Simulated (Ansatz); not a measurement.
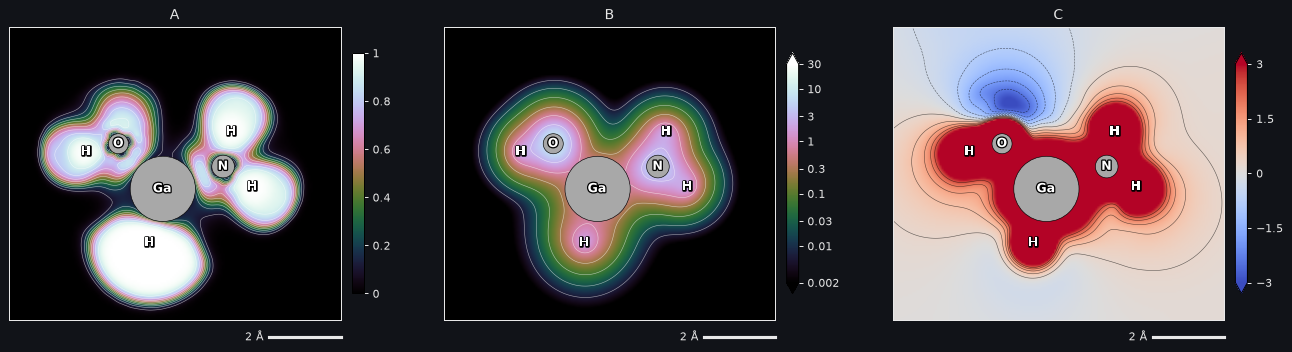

GaH$_{4}$NO: 3 fields on the molecular plane, with unlabelled colour scales. Grey discs cover the atomic cores.

Level of theory: RHF/def2-SVP in Ansatz 0.2.0.

Question: The panels show electron density, electron localisation function and electrostatic potential in some order. Assign them.

Answer: Panel A: electron localisation function. Panel B: electron density. Panel C: electrostatic potential (strongly positive close to the atoms, with negative regions outside electron-rich atoms). From the grid: Ga–O (1.78 Å): the density is about 0.89 e/Å³ at the midpoint; the ELF peaks at about 0.85 in the valence shell of O, 0.6 Å from its nucleus, and is about 0.25 at the midpoint. Ga–N (1.81 Å): ρ at the midpoint is about 0.9 e/Å³; the ELF peaks at about 0.85 in the valence shell of N, 0.7 Å from its nucleus, and is about 0.25 at the midpoint.
